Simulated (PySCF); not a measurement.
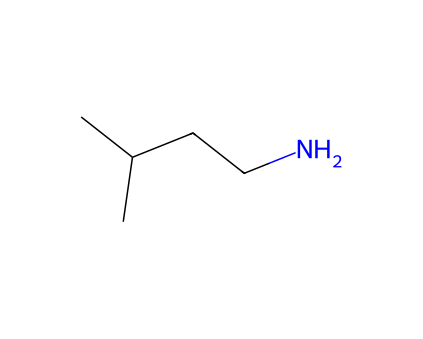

Source: calculation with PySCF.

Q: Give its SMILES.

A: CC(C)CCN

Q: Give the formula, hydrogens included.

A: C5H13N.

Q: An optimisation with PBE0-D3(BJ)/def2-SVP gave a structure of which point group?

A: C1. Other conformers may differ.
